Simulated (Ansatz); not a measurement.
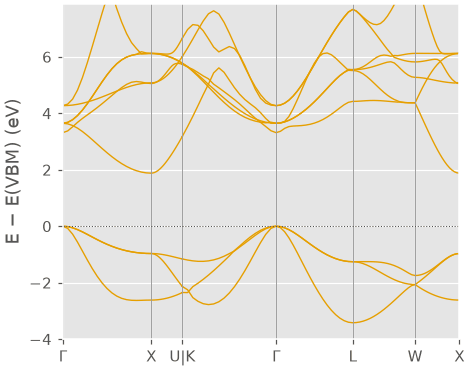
*Band structure from PBEsol (plane waves, PAW; program Ansatz)*

Read off the gap and where the band edges lie.

About 1.9 eV (1.88 eV by a search for the band edges); maximum at Γ, minimum at X.

Which of these materials gives this?
(A) Be2C, fluorite or antifluorite type
(B) CaO, rock salt
(C) CaSe, rock salt

C, CaSe, rock salt

Space group Fm-3m (rock salt). The PBEsol relaxation kept the symmetry of its start. Scalar-relativistic: spin–orbit coupling is off unless named, which matters more the heavier the elements.

Potentials: the later of the program's two PAW sets.
